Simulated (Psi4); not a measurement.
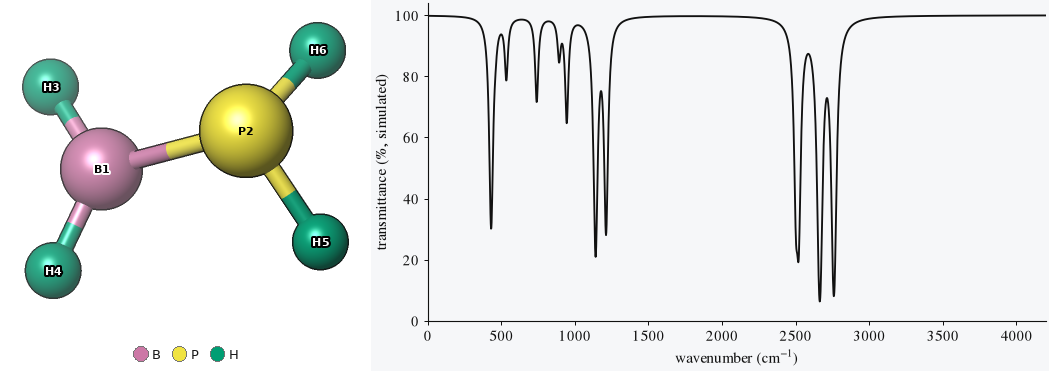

Infrared spectrum of BPH₄, SMILES BP. Unscaled harmonic wavenumbers and double-harmonic intensities, M06-2X/6-31G(d,p), Psi4, at a geometry relaxed at this level, isolated molecule. Lorentzian lines of 24 cm⁻¹ full width. Close modes add up in the curve.

Which lines are the most intense?

2664.9 cm⁻¹ (87.3 km/mol), 2760.6 cm⁻¹ (79.8 km/mol) and 1142.0 cm⁻¹ (49.1 km/mol).

List the modes.

```
  cm⁻¹  km/mol
 432.4    38.4
 460.6     1.1
 535.5     7.1
 741.9    10.5
 893.9     4.5
 946.0    13.5
1142.0    49.1
1212.8    39.5
2504.3    30.0
2520.7    41.2
2664.9    87.3
2760.6    79.8
```

Caveats: double-zeta basis.
